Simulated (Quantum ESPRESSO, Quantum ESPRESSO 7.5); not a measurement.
**Al(110): a series in the number of layers**

What law, if any, do the results for Al(110) follow against the number of layers?

Method: plane-wave DFT, PBE, GBRV ultrasoft pseudopotentials, in Quantum ESPRESSO 7.5.

Experimental background.

“Properties of real metallic surfaces: Effects of density functional semilocality and van der Waals nonlocality” (2017, arxiv:1702.08515) quotes from earlier work for Al (clean (110) face): work function (clean (110) face) 4.23 eV.

### 1. Starting point

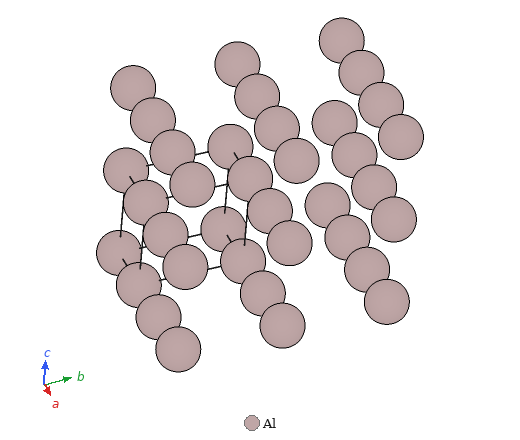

The starting structure, seen from the side, with the c axis up (aluminium light grey). 3×2×2 cells are drawn. Some periodic images of atoms are drawn too.

Set-up: Symmetric 1×1 slabs with 16 Å of vacuum in the starting cell; the two outer layers of each face relax in a periodic cell and the inner ones are held; a run under open boundaries (ESM, bc1) then gives the work function. Cold smearing of 0.02 Ry, one mesh for all thicknesses. The slabs take the lattice constants of the bulk relaxed by the same program.

Members 6, 7, 8 and 10 took the same steps and show in the table alone.

### 2. Variable-cell relaxation of the reference

The bulk crystal is relaxed in cell and atoms; the members are built on its lattice constants.

ref.vc.in reads:

```
&control
  prefix = 'ref.vc'
  outdir = './out'
  pseudo_dir = './pseudo'
  nstep = 40
  forc_conv_thr = 0.0003
  calculation = 'vc-relax'
/
&system
  ibrav = 0
  nat = 1
  ntyp = 1
  ecutwfc = 50
  ecutrho = 250
  occupations = 'smearing'
  smearing = 'mv'
  degauss = 0.02
/
&electrons
  conv_thr = 1e-09
  mixing_beta = 0.4
  electron_maxstep = 120
/
&ions
/
&cell
  press_conv_thr = 0.3
/
ATOMIC_SPECIES
  Al  26.9815  al_pbe_v1.uspp.F.UPF
CELL_PARAMETERS angstrom
  0.00000000000000 2.02500000000000 2.02500000000000
  2.02500000000000 0.00000000000000 2.02500000000000
  2.02500000000000 2.02500000000000 0.00000000000000
ATOMIC_POSITIONS crystal
  Al  0.000000000000 0.000000000000 0.000000000000
K_POINTS automatic
  17 17 17 0 0 0
```

Command:

```
$ OMP_NUM_THREADS=1 mpirun -n 4 pw.x -nk 4 -in ref.vc.in > ref.vc.out
```

What it wrote:

```text
Program PWSCF v.7.5 starts
[citation notice left out]

     Parallel version (MPI & OpenMP), running on       4 processor cores
     Number of MPI processes:                 4
     Threads/MPI process:                     1

     MPI processes distributed on     1 nodes
[...]
Current dimensions of program PWSCF are:
     Max number of different atomic species (ntypx) = 10
     Max number of k-points (npk) =  40000
     Max angular momentum in pseudopotentials (lmaxx) =  4
     Message from routine setup:
     using ibrav=0 with symmetry is DISCOURAGED, use correct ibrav instead

     K-points division:     npool     =       4
     Subspace diagonalization in iterative solution of the eigenvalue problem:
     a serial algorithm will be used

     G-vector sticks info
     --------------------
     sticks:   dense  smooth     PW     G-vecs:    dense   smooth      PW
     Sum         499     409    127                 7391     5329     965

     Using Slab Decomposition

     bravais-lattice index     =            0
     lattice parameter (alat)  =       5.4118  a.u.
     unit-cell volume          =     112.0732 (a.u.)^3
     number of atoms/cell      =            1
     number of atomic types    =            1
     number of electrons       =         3.00
     number of Kohn-Sham states=            6
     kinetic-energy cutoff     =      50.0000  Ry
     charge density cutoff     =     250.0000  Ry
     scf convergence threshold =      1.0E-09
     mixing beta               =       0.4000
     number of iterations used =            8  plain     mixing
     energy convergence thresh.=      1.0E-04
     force convergence thresh. =      3.0E-04
     press convergence thresh. =      3.0E-01
     Exchange-correlation= SLA  PW   PBE  PBE
                           (   1   4   3   4   0   0   0)
     nstep                     =           40

     celldm(1)=   5.411765  celldm(2)=   0.000000  celldm(3)=   0.000000
     celldm(4)=   0.000000  celldm(5)=   0.000000  celldm(6)=   0.000000

     crystal axes: (cart. coord. in units of alat)
               a(1) = (   0.000000   0.707107   0.707107 )
               a(2) = (   0.707107   0.000000   0.707107 )
               a(3) = (   0.707107   0.707107   0.000000 )

     reciprocal axes: (cart. coord. in units 2 pi/alat)
               b(1) = ( -0.707107  0.707107  0.707107 )
               b(2) = (  0.707107 -0.707107  0.707107 )
               b(3) = (  0.707107  0.707107 -0.707107 )

     PseudoPot. # 1 for Al read from file:
     ./pseudo/al_pbe_v1.uspp.F.UPF
     Pseudo is Ultrasoft + core correction, Zval =  3.0
     Generated by new atomic code, or converted to UPF format
     Using radial grid of  893 points,  3 beta functions with:
                l(1) =   0
                l(2) =   1
                l(3) =   2
     Q(r) pseudized with  8 coefficients,  rinner =    0.900   0.900   0.900
                                                       0.900   0.900

     atomic species   valence    mass     pseudopotential
     Al                3.00    26.98150     Al( 1.00)

     48 Sym. Ops., with inversion, found

   Cartesian axes

     site n.     atom                  positions (alat units)
         1        Al     tau(   1) = (   0.0000000   0.0000000   0.0000000  )

     number of k points=   165  Marzari-Vanderbilt smearing, width (Ry)=  0.0200

     Number of k-points >= 100: set verbosity='high' to print them.

     Dense  grid:     7391 G-vectors     FFT dimensions: (  27,  27,  27)

     Smooth grid:     5329 G-vectors     FFT dimensions: (  25,  25,  25)

     Estimated max dynamical RAM per process >      10.02 MB

     Estimated total dynamical RAM >      34.65 MB

     Initial potential from superposition of free atoms

     starting charge       2.9975, renormalised to       3.0000
     Starting wfcs are    4 randomized atomic wfcs +    2 random wfcs

     total cpu time spent up to now is        0.3 secs

     per-process dynamical memory:    11.1 Mb

     Self-consistent Calculation

     iteration #  1     ecut=    50.00 Ry     beta= 0.40
     Davidson diagonalization with overlap
     ethr =  1.00E-02,  avg # of iterations =  5.5

     Threshold (ethr) on eigenvalues was too large:
     Diagonalizing with lowered threshold

     Davidson diagonalization with overlap
     ethr =  2.07E-04,  avg # of iterations =  2.2

     total cpu time spent up to now is        0.9 secs

     total energy              =      -6.70846005 Ry
     estimated scf accuracy    <       0.00619770 Ry

     iteration #  2     ecut=    50.00 Ry     beta= 0.40
[...]
total energy              =      -6.70782064 Ry
     estimated scf accuracy    <       0.00200173 Ry

     iteration #  3     ecut=    50.00 Ry     beta= 0.40
[...]
total energy              =      -6.70789330 Ry
     estimated scf accuracy    <       0.00000515 Ry

     iteration #  4     ecut=    50.00 Ry     beta= 0.40
[...]
total energy              =      -6.70789416 Ry
     estimated scf accuracy    <       0.00000007 Ry

     iteration #  5     ecut=    50.00 Ry     beta= 0.40
[...]
total energy              =      -6.70789416 Ry
     estimated scf accuracy    <          3.2E-09 Ry

     iteration #  6     ecut=    50.00 Ry     beta= 0.40
[...]
End of self-consistent calculation

     Number of k-points >= 100: set verbosity='high' to print the bands.

     the Fermi energy is     7.8265 ev

!    total energy              =      -6.70789416 Ry
     estimated scf accuracy    <          6.9E-11 Ry
     smearing contrib. (-TS)   =       0.00012297 Ry
     internal energy E=F+TS    =      -6.70801713 Ry

     The total energy is F=E-TS. E is the sum of the following terms:
     one-electron contribution =       2.96505471 Ry
     hartree contribution      =       0.00835307 Ry
     xc contribution           =      -4.28985930 Ry
     ewald contribution        =      -5.39156561 Ry

     convergence has been achieved in   6 iterations

     Forces acting on atoms (cartesian axes, Ry/au):

     atom    1 type  1   force =     0.00000000    0.00000000    0.00000000

     Total force =     0.000000     Total SCF correction =     0.000000

     Computing stress (Cartesian axis) and pressure

          total   stress  (Ry/bohr**3)                   (kbar)     P=       -6.07
[...]
estimated scf accuracy    <          2.3E-12 Ry
     smearing contrib. (-TS)   =       0.00011864 Ry
     internal energy E=F+TS    =      -6.70803110 Ry

     The total energy is F=E-TS. E is the sum of the following terms:
     one-electron contribution =       2.98314045 Ry
     hartree contribution      =       0.00840632 Ry
     xc contribution           =      -4.29406417 Ry
     ewald contribution        =      -5.40551371 Ry

     convergence has been achieved in   4 iterations

     Forces acting on atoms (cartesian axes, Ry/au):

     atom    1 type  1   force =     0.00000000    0.00000000    0.00000000

     Total force =     0.000000     Total SCF correction =     0.000000

     Computing stress (Cartesian axis) and pressure

          total   stress  (Ry/bohr**3)                   (kbar)     P=       -0.10
  -0.00000070   0.00000000   0.00000000           -0.10        0.00        0.00
  -0.00000000  -0.00000070  -0.00000000           -0.00       -0.10       -0.00
  -0.00000000  -0.00000000  -0.00000070           -0.00       -0.00       -0.10

     Energy error            =      6.8E-06 Ry
     Gradient error          =      0.0E+00 Ry/Bohr
     Cell gradient error     =      1.0E-01 kbar

     bfgs converged in   3 scf cycles and   2 bfgs steps
     (criteria: energy <  1.0E-04 Ry, force <  3.0E-04 Ry/Bohr, cell <  3.0E-01 kbar)

     End of BFGS Geometry Optimization

     Final enthalpy           =      -6.7079124680 Ry

     File ./out/ref.vc.bfgs deleted, as requested
Begin final coordinates
     new unit-cell volume =    111.20785 a.u.^3 (    16.47930 Ang^3 )
     density =      2.71879 g/cm^3

CELL_PARAMETERS (angstrom)
   0.000000000   2.019774799   2.019774799
   2.019774799   0.000000000   2.019774799
   2.019774799   2.019774799  -0.000000000

ATOMIC_POSITIONS (crystal)
Al               0.0000000000        0.0000000000        0.0000000000
End final coordinates

[...]
Final scf calculation at the relaxed structure.
     The G-vectors are recalculated for the final unit cell
     Results may differ from those at the preceding step.

     G-vector sticks info
     --------------------
     sticks:   dense  smooth     PW     G-vecs:    dense   smooth      PW
     Sum         499     397    127                 7391     5209     965

     Using Slab Decomposition

     bravais-lattice index     =            0
     lattice parameter (alat)  =       5.4118  a.u.
     unit-cell volume          =     111.2078 (a.u.)^3
     number of atoms/cell      =            1
     number of atomic types    =            1
     number of electrons       =         3.00
     number of Kohn-Sham states=            6
     kinetic-energy cutoff     =      50.0000  Ry
     charge density cutoff     =     250.0000  Ry
     scf convergence threshold =      1.0E-11
     mixing beta               =       0.4000
     number of iterations used =            8  plain     mixing
     press convergence thresh. =      3.0E-01
     Exchange-correlation= SLA  PW   PBE  PBE
                           (   1   4   3   4   0   0   0)

     celldm(1)=   5.411765  celldm(2)=   0.000000  celldm(3)=   0.000000
     celldm(4)=   0.000000  celldm(5)=   0.000000  celldm(6)=   0.000000

     crystal axes: (cart. coord. in units of alat)
               a(1) = (   0.000000   0.705282   0.705282 )
               a(2) = (   0.705282   0.000000   0.705282 )
               a(3) = (   0.705282   0.705282  -0.000000 )

     reciprocal axes: (cart. coord. in units 2 pi/alat)
               b(1) = ( -0.708936  0.708936  0.708936 )
               b(2) = (  0.708936 -0.708936  0.708936 )
               b(3) = (  0.708936  0.708936 -0.708936 )

     PseudoPot. # 1 for Al read from file:
     ./pseudo/al_pbe_v1.uspp.F.UPF
     Pseudo is Ultrasoft + core correction, Zval =  3.0
     Generated by new atomic code, or converted to UPF format
     Using radial grid of  893 points,  3 beta functions with:
                l(1) =   0
                l(2) =   1
                l(3) =   2
     Q(r) pseudized with  8 coefficients,  rinner =    0.900   0.900   0.900
                                                       0.900   0.900

     atomic species   valence    mass     pseudopotential
     Al                3.00    26.98150     Al( 1.00)

     48 Sym. Ops., with inversion, found

   Cartesian axes

     site n.     atom                  positions (alat units)
         1        Al     tau(   1) = (   0.0000000   0.0000000   0.0000000  )

     number of k points=   165  Marzari-Vanderbilt smearing, width (Ry)=  0.0200

     Number of k-points >= 100: set verbosity='high' to print them.

     Dense  grid:     7391 G-vectors     FFT dimensions: (  27,  27,  27)

     Smooth grid:     5209 G-vectors     FFT dimensions: (  25,  25,  25)

     Estimated max dynamical RAM per process >      10.05 MB

     Estimated total dynamical RAM >      34.79 MB

     Initial potential from superposition of free atoms

     starting charge       2.9975, renormalised to       3.0000
     Starting wfcs are    4 randomized atomic wfcs +    2 random wfcs

     total cpu time spent up to now is        4.0 secs

     per-process dynamical memory:    12.5 Mb

     Self-consistent Calculation

     iteration #  1     ecut=    50.00 Ry     beta= 0.40
     Davidson diagonalization with overlap
     c_bands:  2 eigenvalues not converged
     c_bands:  1 eigenvalues not converged
     c_bands:  1 eigenvalues not converged
     c_bands:  1 eigenvalues not converged
     c_bands:  1 eigenvalues not converged
     c_bands:  1 eigenvalues not converged
     c_bands:  1 eigenvalues not converged
     c_bands:  1 eigenvalues not converged
     c_bands:  1 eigenvalues not converged
     c_bands:  1 eigenvalues not converged
     c_bands:  2 eigenvalues not converged
     c_bands:  2 eigenvalues not converged
     c_bands:  1 eigenvalues not converged
     c_bands:  1 eigenvalues not converged
     c_bands:  1 eigenvalues not converged
     c_bands:  1 eigenvalues not converged
     ethr =  1.00E-06,  avg # of iterations = 14.3

     total cpu time spent up to now is        4.9 secs

     total energy              =      -6.70848632 Ry
     estimated scf accuracy    <       0.00618203 Ry

[...]
iteration #  7     ecut=    50.00 Ry     beta= 0.40
[...]
End of self-consistent calculation

     Number of k-points >= 100: set verbosity='high' to print the bands.

     the Fermi energy is     7.9081 ev

!    total energy              =      -6.70791235 Ry
     estimated scf accuracy    <          5.6E-14 Ry
     smearing contrib. (-TS)   =       0.00011864 Ry
     internal energy E=F+TS    =      -6.70803098 Ry

     The total energy is F=E-TS. E is the sum of the following terms:
     one-electron contribution =       2.98314054 Ry
     hartree contribution      =       0.00840633 Ry
     xc contribution           =      -4.29406415 Ry
     ewald contribution        =      -5.40551371 Ry

     convergence has been achieved in   7 iterations

     Forces acting on atoms (cartesian axes, Ry/au):

     atom    1 type  1   force =     0.00000000    0.00000000    0.00000000

     Total force =     0.000000     Total SCF correction =     0.000000

     Computing stress (Cartesian axis) and pressure

          total   stress  (Ry/bohr**3)                   (kbar)     P=       -0.10
  -0.00000070   0.00000000  -0.00000000           -0.10        0.00       -0.00
   0.00000000  -0.00000070   0.00000000            0.00       -0.10        0.00
  -0.00000000   0.00000000  -0.00000070           -0.00        0.00       -0.10

[...]
=------------------------------------------------------------------------------=
   JOB DONE.
=------------------------------------------------------------------------------=
```

Run time: 6.6 s. Hardware: 4 MPI ranks of Arm Neoverse V1, shared host; peak memory 0.19 GiB.

The steps of the relaxation:

```
step  energy less that of the first step (eV)  largest force (eV/Å)  volume (Å³)
   1                                   0.0000                0.0000        16.61
   2                                  -0.0002                0.0000        16.56
   3                                  -0.0002                0.0000        16.48
   4                                  -0.0002                0.0000        16.48
```

```
conventional cell, symmetrised  before  after  change
                         a (Å)   4.050  4.040  -0.3 %
                         b (Å)   4.050  4.040  -0.3 %
                         c (Å)   4.050  4.040  -0.3 %
              volume (Å³/atom)   16.61  16.48  -0.8 %
```

Final coordinates:

```xyz
1
Lattice="0.0000 2.0198 2.0198 2.0198 0.0000 2.0198 2.0198 2.0198 0.0000" Properties=species:S:1:pos:R:3 pbc="T T T"
Al    0.0000    0.0000    0.0000
```

 The last row is no step: it is a fresh SCF in the final cell with a new plane-wave basis, +0 meV from the row before.

Read from the output:

| Property | Result |
| --- | --- |
| free energy | -91.2658 eV |
| Fermi energy | 7.908 eV |

[end of part 1 of 8]

[Logs are printed without paths, hosts, clocks, repeated set-up lines and the standing remarks that a program may print on its own settings, such as how far it seeks lower states.]

[Hosts, paths, dates, database ids (printed as entryN), source tags and the programs' standing remarks are cut or masked in the printed files.]

[Maps of the electrostatic potential energy from Ansatz leave out the sawtooth potential of an applied field or a dipole correction, so their vacuum need not be flat; planar profiles and work functions include it.]
